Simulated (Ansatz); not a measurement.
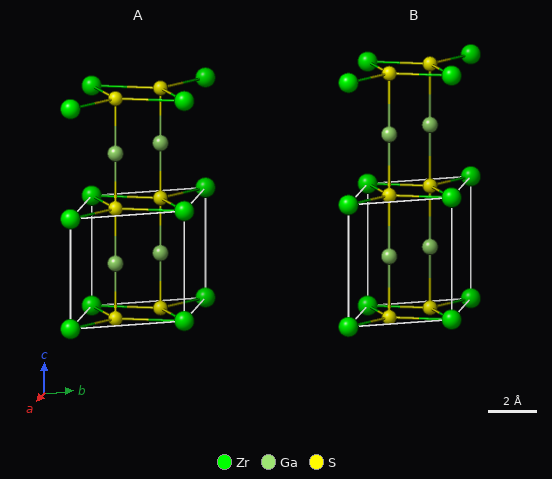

Two geometries of solid ZrGa₂S₂ (a generated structure, set up in P6/mmm) (coarse preliminary run), drawn at one scale. One is the start of a relaxation, the other its converged end. A ball-and-stick model of the cell of the calculation, repeated 1 × 1 × 2 with one cell outlined, seen slightly off an axis.

Theory: DFT PBE, scalar-relativistic, plane waves, PAW (Ansatz). Settings: plane-wave cutoff 420 eV; k-point mesh 6 × 6 × 4; occupations gaussian; smearing width 0.1 eV; no spin polarisation; cell and atoms relaxed; force threshold 0.04 eV/Å; at most 70 steps.

Question: Which geometry has the lower energy?

Answer: Structure B is the relaxed one. No atom moves by more than 0.005 Å relative to the cell. Cell: a = b 5.146 → 4.663 Å (−9.4 %), c 4.769 → 5.289 Å (+10.9 %). Volume −8.9 %. Some distances before and after: S–Zr 2.971 → 2.692 Å, Ga–S 2.385 → 2.645 Å. The space group stays P6/mmm (No. 191). After 5 accepted moves (6 points after the start) the energy has fallen by 211 meV per atom. All forces vanish by symmetry, so only the cell relaxes. Pressure: −6.66 GPa at the start and 0.09 GPa at the end. At 1 point the geometry stayed and the basis and grid were re-selected for the new cell (energy shift of 0.1 meV per atom at most each time).
